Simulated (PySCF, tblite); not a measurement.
# ethyl isobutyl amine (C₆H₁₅N): a rotation path, then NMR shifts on frames

How do NMR shifts of ethyl isobutyl amine (C₆H₁₅N) (`CCNCC(C)C`) change as the atoms move?

Programs: tblite 0.8.0 and PySCF 2.14.0, with density-fitted response routines of our own. Each step states its level of theory. These are calculated values for one molecule in the gas phase, unless marked as measured. Atoms are numbered from 0 throughout.

## Step 1: The starting structure

22 atoms, charge 0, multiplicity 1; geometry from: GFN2-xTB.

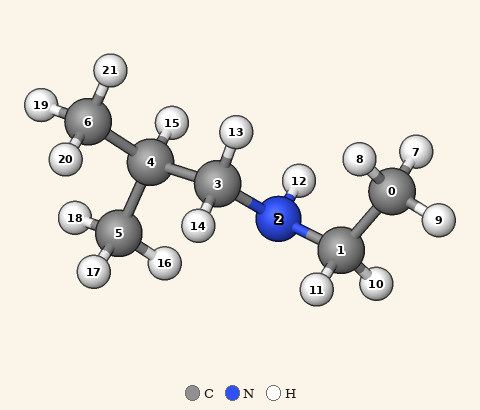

As it starts; carbon grey, nitrogen blue, hydrogen white, atoms numbered.

## Step 2: The rotation path with GFN2-xTB

The job: settings as JSON, then the geometry in Å.

```
{"job": {"kind": "neb", "xc": "GFN2-xTB", "basis": "xTB", "atoms": [2, 3, 4, 6], "turn": 120}, "charge": 0, "multiplicity": 1}
C      2.958161     0.832861     0.350867
C      2.200514    -0.497790     0.418997
N      0.954129    -0.546643    -0.315960
C     -0.121242     0.267293     0.218213
C     -1.426333    -0.008590    -0.535790
C     -1.814788    -1.477502    -0.400587
C     -2.541127     0.896868    -0.019261
H      3.176488     1.089815    -0.684451
H      2.372645     1.635988     0.792408
H      3.897380     0.755960     0.892134
H      2.837921    -1.292308     0.017755
H      1.977127    -0.739297     1.461989
H      1.118806    -0.299296    -1.287751
H      0.091578     1.349845     0.175621
H     -0.247548    -0.007044     1.270086
H     -1.258799     0.212540    -1.596715
H     -0.986319    -2.106048    -0.713745
H     -2.050648    -1.709252     0.635561
H     -2.684894    -1.702335    -1.013085
H     -3.460228     0.719939    -0.573038
H     -2.731358     0.698861     1.033507
H     -2.271876     1.945519    -0.127604
```

Level: GFN2-xTB climbing-image nudged elastic band, gas phase.

Launch:

```
OMP_NUM_THREADS=1 python probes_run.py task.json out
```

This one command runs all jobs of the session in turn.

What it wrote:

```text
image   E - E0 / eV
  0      -0.0000
  1       0.0158
  2       0.0513
  3       0.0854
  4       0.1010
  5       0.0916
  6       0.0643
  7       0.0367
  8       0.0252
```

Wall time 2.7 s (1 thread of Arm Neoverse V1, shared host); peak memory 0.19 GiB.

The final band, with the dihedral N2–C3–C4–C6:

| image | dihedral (°) | energy (eV) | energy (kcal/mol) |
| --- | --- | --- | --- |
| 0 | -177 | 0.000 | 0.0 |
| 1 | -164 | 0.016 | 0.4 |
| 2 | -150 | 0.051 | 1.2 |
| 3 | -137 | 0.085 | 2.0 |
| 4 | -123 | 0.101 | 2.3 |
| 5 | -110 | 0.092 | 2.1 |
| 6 | -97 | 0.064 | 1.5 |
| 7 | -83 | 0.037 | 0.8 |
| 8 | -70 | 0.025 | 0.6 |

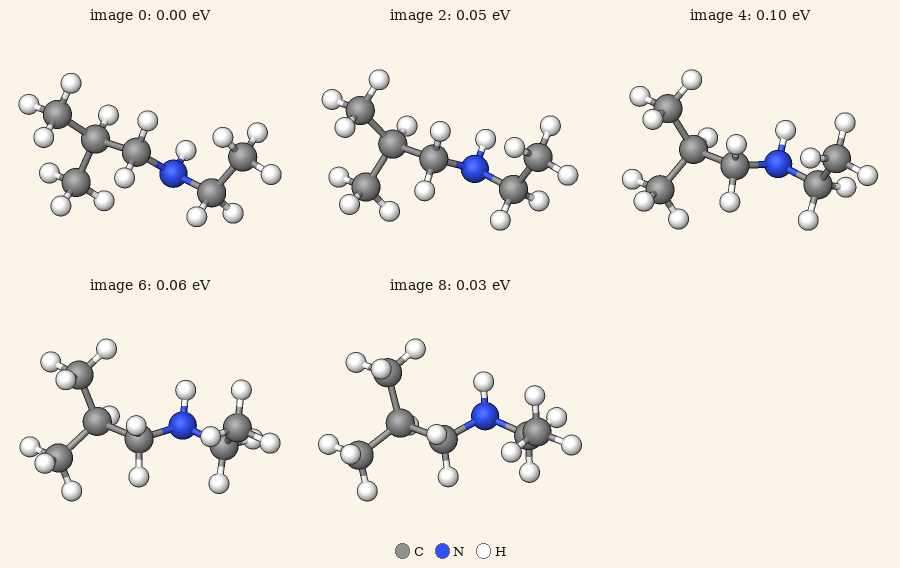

Images along the band.

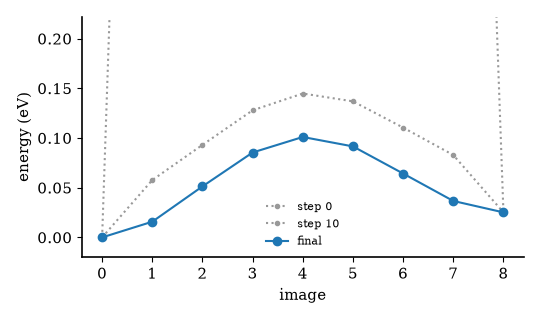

Energy along the band, early and final.

## Step 3: Shielding tensors: image 0, PBE0/pcSseg-1

The job: settings as JSON, then the geometry in Å.

```
{"job": {"kind": "nmr", "xc": "PBE0", "basis": "pcSseg-1", "pop": false}, "charge": 0, "multiplicity": 1}
C      2.958200     0.832900     0.350900
C      2.200500    -0.497800     0.419000
N      0.954100    -0.546600    -0.316000
C     -0.121200     0.267300     0.218200
C     -1.426300    -0.008600    -0.535800
C     -1.814800    -1.477500    -0.400600
C     -2.541100     0.896900    -0.019300
H      3.176500     1.089800    -0.684500
H      2.372600     1.636000     0.792400
H      3.897400     0.756000     0.892100
H      2.837900    -1.292300     0.017800
H      1.977100    -0.739300     1.462000
H      1.118800    -0.299300    -1.287800
H      0.091600     1.349800     0.175600
H     -0.247500    -0.007000     1.270100
H     -1.258800     0.212500    -1.596700
H     -0.986300    -2.106000    -0.713700
H     -2.050600    -1.709300     0.635600
H     -2.684900    -1.702300    -1.013100
H     -3.460200     0.719900    -0.573000
H     -2.731400     0.698900     1.033500
H     -2.271900     1.945500    -0.127600
```

Method: GIAO PBE0/pcSseg-1 NMR shielding, non-relativistic, gas phase.

What it wrote:

```text
coarse grid: 16880 points
cycle   1  E = -291.9173550382  dE =  4.966e-01  |g| = 4.796e-01  |ddm| = 3.841e+00
cycle   2  E = -291.9076562707  dE =  9.699e-03  |g| = 5.325e-01  |ddm| = 9.678e-01
cycle   3  E = -291.9794239005  dE = -7.177e-02  |g| = 4.405e-02  |ddm| = 5.282e-01
cycle   4  E = -291.9797077502  dE = -2.838e-04  |g| = 2.387e-02  |ddm| = 5.458e-02
cycle   5  E = -291.9798251428  dE = -1.174e-04  |g| = 5.365e-03  |ddm| = 2.469e-02
cycle   6  E = -291.9798310086  dE = -5.866e-06  |g| = 1.086e-03  |ddm| = 5.611e-03
final grid: 158824 points
cycle   7  E = -292.0216458505  dE = -5.420e-05  |g| = 1.029e-02  |ddm| = 3.451e-02
cycle   8  E = -292.0216376486  dE =  8.202e-06  |g| = 1.176e-02  |ddm| = 1.958e-02
cycle   9  E = -292.0216734085  dE = -3.576e-05  |g| = 5.249e-04  |ddm| = 1.073e-02
cycle  10  E = -292.0216734592  dE = -5.074e-08  |g| = 2.403e-04  |ddm| = 6.840e-04
cycle  11  E = -292.0216734718  dE = -1.254e-08  |g| = 4.384e-05  |ddm| = 2.083e-04
cycle  12  E = -292.0216734721  dE = -3.690e-10  |g| = 1.557e-05  |ddm| = 5.497e-05
converged SCF energy = -292.0216734721

GIAO shielding tensors (ppm)
atom      isotropic    diamagn.    paramagn.     s11        s22        s33       span
  0 C      169.831     248.724     -78.894    147.104    175.974    186.414     39.309
  1 C      138.149     242.908    -104.759    115.952    130.112    168.383     52.431
  2 N      201.659     322.371    -120.712    161.184    194.696    249.098     87.913
  3 C      127.345     249.328    -121.983    105.308    124.726    152.001     46.692
  4 C      152.234     246.666     -94.432    145.317    151.560    159.824     14.507
  5 C      164.508     247.773     -83.265    148.414    158.555    186.555     38.141
  6 C      163.849     247.022     -83.173    148.782    154.067    188.699     39.917
  7 H       31.185      30.080       1.105     27.577     29.195     36.784      9.207
  8 H       29.947      31.110      -1.163     25.100     30.324     34.417      9.317
  9 H       30.798      27.501       3.298     26.545     27.873     37.978     11.433
 10 H       28.404      29.543      -1.139     22.048     28.519     34.645     12.597
 11 H       29.113      30.972      -1.859     24.020     29.502     33.816      9.796
 12 H       32.248      36.696      -4.448     23.826     33.775     39.143     15.317
 13 H       28.380      34.771      -6.391     22.324     31.057     31.759      9.435
 14 H       30.128      34.598      -4.471     26.560     30.787     33.036      6.476
 15 H       30.518      33.855      -3.337     27.151     29.147     35.257      8.106
 16 H       29.375      31.237      -1.862     23.430     30.090     34.605     11.175
 17 H       31.423      31.134       0.290     28.399     28.826     37.046      8.647
 18 H       30.847      30.009       0.837     26.721     28.184     37.635     10.914
 19 H       30.533      29.118       1.415     26.145     28.054     37.399     11.254
 20 H       31.147      30.466       0.681     27.700     29.099     36.642      8.942
 21 H       30.639      30.409       0.230     26.078     28.496     37.341     11.263
```

Wall time 35 s (1 thread of Arm Neoverse V1, shared host); peak memory 0.87 GiB.

Shifts follow as δ = σ(reference) − σ, with reference shieldings (ppm) from runs at the same level and on the same kind of geometry: 1H TMS 31.72, 13C TMS 186.9, 15N NH3 267.7. The references are single molecules in the gas phase, so shifts against H2O, NH3, PH3, H3PO4 or CFCl3 are not on the usual liquid scales and can be off by tens of ppm. Each atom is listed at this fixed geometry, with no averaging over motion; a spectrum would average atoms that exchange fast.

| atoms | environment | σ (ppm) | δ (ppm) |
| --- | --- | --- | --- |
| C3 | sp3 CH2 bonded to N | 127.3 | 59.6 |
| C1 | sp3 CH2 bonded to N | 138.1 | 48.8 |
| C4 | sp3 CH | 152.2 | 34.7 |
| C6 | methyl carbon | 163.8 | 23.1 |
| C5 | methyl carbon | 164.5 | 22.4 |
| C0 | methyl carbon | 169.8 | 17.1 |
| H13 | hydrogen on an sp3 CH2 bonded to N | 28.38 | 3.34 |
| H10 | hydrogen on an sp3 CH2 bonded to N | 28.40 | 3.31 |
| H11 | hydrogen on an sp3 CH2 bonded to N | 29.11 | 2.60 |
| H16 | hydrogen on a methyl carbon | 29.38 | 2.34 |
| H8 | hydrogen on a methyl carbon | 29.95 | 1.77 |
| H14 | hydrogen on an sp3 CH2 bonded to N | 30.13 | 1.59 |
| H15 | hydrogen on an sp3 CH | 30.52 | 1.20 |
| H19 | hydrogen on a methyl carbon | 30.53 | 1.18 |
| H21 | hydrogen on a methyl carbon | 30.64 | 1.08 |
| H9 | hydrogen on a methyl carbon | 30.80 | 0.92 |
| H18 | hydrogen on a methyl carbon | 30.85 | 0.87 |
| H20 | hydrogen on a methyl carbon | 31.15 | 0.57 |
| H7 | hydrogen on a methyl carbon | 31.19 | 0.53 |
| H17 | hydrogen on a methyl carbon | 31.42 | 0.29 |
| H12 | hydrogen on an amine nitrogen | 32.25 | -0.53 |
| N2 | amine nitrogen | 201.7 | 66.1 |

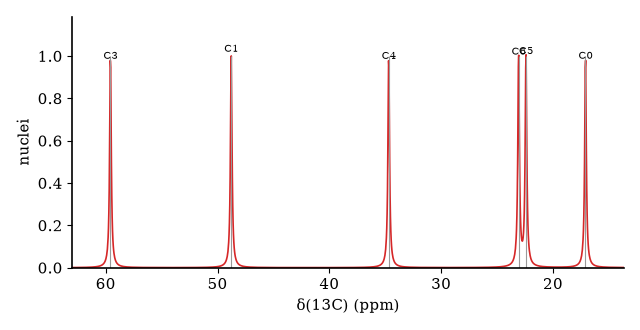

13C lines at the computed shifts, without couplings. Lines are broadened to a width of 0.17 ppm (Lorentzian).

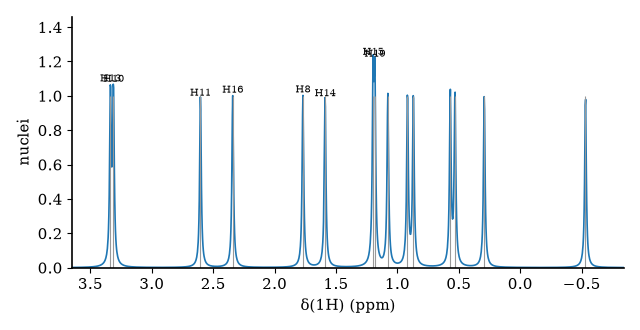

1H lines at the computed shifts, without couplings. Lines are broadened to a width of 0.02 ppm (Lorentzian).

The fields below are evaluated on a grid from the run's orbitals.

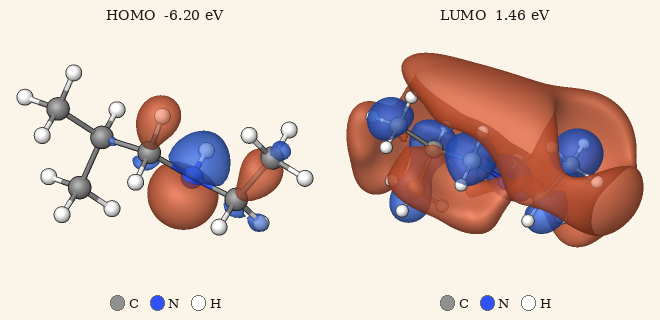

PBE0/pcSseg-1 orbitals near the gap, drawn at the value that encloses 70 % of each; the two colours are the two signs.

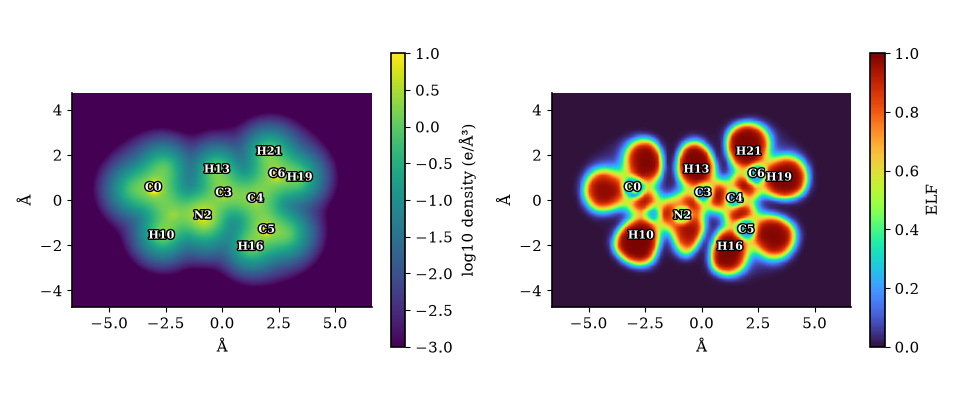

Density (left) and ELF (right) in a plane through or near 11 of the atoms.

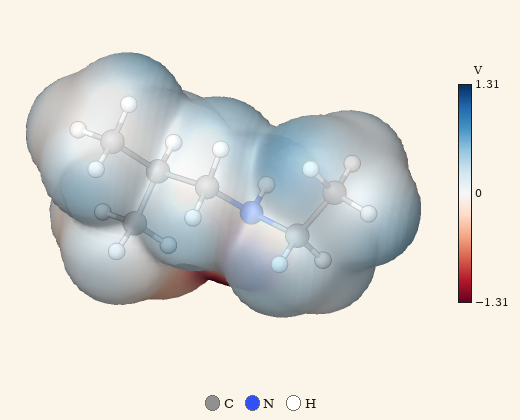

The potential that a unit positive charge feels on the 0.002 e/bohr³ surface, from the 1st to the 99th percentile, from -1.31 V near N2 to 1.06 V near H12.

## Step 4: Nuclear shieldings: image 2, PBE0/pcSseg-1

The job: settings as JSON, then the geometry in Å.

```
{"job": {"kind": "nmr", "xc": "PBE0", "basis": "pcSseg-1", "pop": false}, "charge": 0, "multiplicity": 1}
C      2.912300     0.915300     0.483800
C      2.286400    -0.458900     0.213900
N      1.024900    -0.450800    -0.498400
C     -0.099100     0.092600     0.244600
C     -1.413300    -0.137500    -0.518100
C     -1.994800    -1.506900    -0.175700
C     -2.424600     0.964900    -0.212200
H      3.048400     1.463200    -0.446900
H      2.282700     1.507700     1.144200
H      3.882900     0.794000     0.956700
H      2.986800    -1.054100    -0.380200
H      2.125900    -0.976300     1.164000
H      1.132800     0.059400    -1.371500
H      0.017500     1.168900     0.454500
H     -0.137400    -0.431000     1.205100
H     -1.189800    -0.112500    -1.590500
H     -1.255800    -2.282200    -0.358800
H     -2.283300    -1.539800     0.873200
H     -2.876000    -1.715000    -0.778200
H     -3.336300     0.811300    -0.785400
H     -2.681200     0.965300     0.845100
H     -2.019300     1.941600    -0.470100
```

Level: GIAO PBE0/pcSseg-1 NMR shielding, non-relativistic, gas phase.

What it wrote:

```text
coarse grid: 16880 points
cycle   1  E = -291.9151727361  dE =  4.839e-01  |g| = 4.775e-01  |ddm| = 3.835e+00
cycle   2  E = -291.9064123377  dE =  8.760e-03  |g| = 5.270e-01  |ddm| = 9.495e-01
cycle   3  E = -291.9767684934  dE = -7.036e-02  |g| = 4.225e-02  |ddm| = 5.119e-01
cycle   4  E = -291.9770255437  dE = -2.571e-04  |g| = 2.300e-02  |ddm| = 5.114e-02
cycle   5  E = -291.9771333762  dE = -1.078e-04  |g| = 5.407e-03  |ddm| = 2.322e-02
cycle   6  E = -291.9771393374  dE = -5.961e-06  |g| = 1.058e-03  |ddm| = 5.518e-03
final grid: 158824 points
cycle   7  E = -292.0190079958  dE = -5.913e-05  |g| = 1.056e-02  |ddm| = 3.434e-02
cycle   8  E = -292.0189999149  dE =  8.081e-06  |g| = 1.200e-02  |ddm| = 1.979e-02
cycle   9  E = -292.0190371608  dE = -3.725e-05  |g| = 4.649e-04  |ddm| = 1.068e-02
cycle  10  E = -292.0190371991  dE = -3.825e-08  |g| = 2.337e-04  |ddm| = 6.283e-04
cycle  11  E = -292.0190372114  dE = -1.233e-08  |g| = 4.202e-05  |ddm| = 2.026e-04
cycle  12  E = -292.0190372118  dE = -3.615e-10  |g| = 1.251e-05  |ddm| = 4.757e-05
converged SCF energy = -292.0190372118

GIAO shielding tensors (ppm)
atom      isotropic    diamagn.    paramagn.     s11        s22        s33       span
  0 C      170.094     248.803     -78.709    146.681    176.945    186.655     39.973
  1 C      137.781     243.012    -105.231    115.596    129.177    168.568     52.972
  2 N      200.854     322.206    -121.352    156.173    194.328    252.062     95.889
  3 C      125.094     249.184    -124.090    106.222    121.456    147.605     41.383
  4 C      151.510     245.806     -94.295    135.691    155.199    163.641     27.950
  5 C      162.394     247.242     -84.849    143.895    157.122    186.165     42.270
  6 C      162.095     247.736     -85.641    142.615    157.866    185.804     43.190
  7 H       31.242      30.188       1.053     27.653     29.258     36.813      9.160
  8 H       29.975      31.228      -1.253     25.193     30.298     34.433      9.240
  9 H       30.847      27.546       3.301     26.593     27.978     37.970     11.377
 10 H       28.446      29.431      -0.984     22.163     28.462     34.715     12.552
 11 H       29.178      30.931      -1.752     24.102     29.606     33.827      9.725
 12 H       32.092      36.605      -4.513     23.682     33.823     38.769     15.087
 13 H       28.517      35.222      -6.705     22.317     31.049     32.186      9.869
 14 H       29.933      34.790      -4.857     26.571     31.169     32.059      5.488
 15 H       30.579      33.940      -3.361     27.138     29.970     34.630      7.492
 16 H       29.860      30.793      -0.933     24.926     29.161     35.492     10.566
 17 H       31.202      30.849       0.353     28.117     28.996     36.491      8.374
 18 H       30.704      29.583       1.122     26.377     28.030     37.707     11.330
 19 H       30.640      29.463       1.178     26.294     28.181     37.445     11.151
 20 H       31.012      30.756       0.256     27.822     28.892     36.323      8.501
 21 H       30.634      31.032      -0.398     26.122     28.775     37.005     10.883
```

Wall time 26 s (1 thread of Arm Neoverse V1, shared host); peak memory 0.88 GiB.

This run: δ C3 61.8, C1 49.1, C4 35.4, C6 24.8, H10 3.27, H13 3.20 ppm.

## Step 5: Nuclear shieldings: image 4, PBE0/pcSseg-1

The job: settings as JSON, then the geometry in Å.

```
{"job": {"kind": "nmr", "xc": "PBE0", "basis": "pcSseg-1", "pop": false}, "charge": 0, "multiplicity": 1}
C      2.851300     0.966300     0.604800
C      2.347400    -0.364000     0.032000
N      1.057100    -0.318400    -0.624600
C     -0.073200    -0.092700     0.260100
C     -1.402600    -0.271700    -0.499800
C     -2.165400    -1.485800     0.026600
C     -2.265700     0.984500    -0.402300
H      2.886300     1.727300    -0.172700
H      2.201100     1.318000     1.403000
H      3.851500     0.841300     1.010100
H      3.070800    -0.728700    -0.703700
H      2.283100    -1.103300     0.835800
H      1.070000     0.391300    -1.352300
H     -0.048400     0.904600     0.728600
H     -0.001300    -0.833700     1.061800
H     -1.161100    -0.447900    -1.553500
H     -1.538100    -2.372600    -0.023000
H     -2.463000    -1.324400     1.061200
H     -3.061300    -1.665600    -0.563200
H     -3.179100     0.868800    -0.981900
H     -2.541700     1.174300     0.633500
H     -1.728100     1.851900    -0.781000
```

Level: GIAO PBE0/pcSseg-1 NMR shielding, non-relativistic, gas phase.

What it wrote:

```text
coarse grid: 16880 points
cycle   1  E = -291.9120983152  dE =  4.839e-01  |g| = 4.761e-01  |ddm| = 3.825e+00
cycle   2  E = -291.9039447254  dE =  8.154e-03  |g| = 5.234e-01  |ddm| = 9.476e-01
cycle   3  E = -291.9733793254  dE = -6.943e-02  |g| = 4.158e-02  |ddm| = 5.067e-01
cycle   4  E = -291.9736275283  dE = -2.482e-04  |g| = 2.238e-02  |ddm| = 4.897e-02
cycle   5  E = -291.9737283354  dE = -1.008e-04  |g| = 5.496e-03  |ddm| = 2.183e-02
cycle   6  E = -291.9737344986  dE = -6.163e-06  |g| = 1.034e-03  |ddm| = 5.463e-03
final grid: 158824 points
cycle   7  E = -292.0154727215  dE = -5.589e-05  |g| = 1.025e-02  |ddm| = 3.709e-02
cycle   8  E = -292.0154654517  dE =  7.270e-06  |g| = 1.160e-02  |ddm| = 1.932e-02
cycle   9  E = -292.0155002160  dE = -3.476e-05  |g| = 4.412e-04  |ddm| = 1.040e-02
cycle  10  E = -292.0155002494  dE = -3.333e-08  |g| = 2.270e-04  |ddm| = 5.913e-04
cycle  11  E = -292.0155002605  dE = -1.108e-08  |g| = 4.627e-05  |ddm| = 2.032e-04
cycle  12  E = -292.0155002609  dE = -4.362e-10  |g| = 1.364e-05  |ddm| = 5.380e-05
converged SCF energy = -292.0155002609

GIAO shielding tensors (ppm)
atom      isotropic    diamagn.    paramagn.     s11        s22        s33       span
  0 C      170.092     248.856     -78.764    146.440    177.244    186.591     40.151
  1 C      137.631     243.129    -105.498    115.794    128.332    168.769     52.975
  2 N      200.960     322.157    -121.197    155.636    196.385    250.859     95.224
  3 C      124.523     249.094    -124.571    104.864    121.059    147.645     42.781
  4 C      151.424     245.648     -94.225    129.134    156.914    168.223     39.089
  5 C      160.705     247.204     -86.499    140.907    157.044    184.164     43.257
  6 C      160.794     248.118     -87.325    142.262    156.568    183.551     41.289
  7 H       31.274      30.276       0.998     27.667     29.370     36.785      9.119
  8 H       30.026      31.294      -1.267     25.313     30.357     34.409      9.096
  9 H       30.875      27.583       3.292     26.602     28.005     38.019     11.417
 10 H       28.478      29.362      -0.884     22.291     28.357     34.786     12.495
 11 H       29.200      30.870      -1.671     24.229     29.524     33.846      9.617
 12 H       31.947      36.573      -4.626     23.571     33.990     38.281     14.710
 13 H       28.645      35.280      -6.635     23.171     30.620     32.145      8.975
 14 H       29.828      35.030      -5.202     25.705     31.172     32.607      6.903
 15 H       30.296      33.582      -3.286     27.178     29.564     34.146      6.968
 16 H       30.235      30.669      -0.434     25.760     28.798     36.148     10.387
 17 H       30.962      30.692       0.270     27.899     28.983     36.004      8.104
 18 H       30.686      29.372       1.314     26.246     28.003     37.808     11.562
 19 H       30.713      29.753       0.960     26.411     28.138     37.591     11.180
 20 H       30.933      31.089      -0.156     27.875     28.868     36.056      8.181
 21 H       30.533      31.524      -0.991     26.063     29.066     36.470     10.408
```

Run time: 26 s. Hardware: 1 thread of Arm Neoverse V1, shared host; peak memory 0.88 GiB.

In short: δ C3 62.4, C1 49.3, C4 35.5, C5 26.2, H10 3.24, H13 3.07 ppm.

(Part 1 of 2 ends here.)
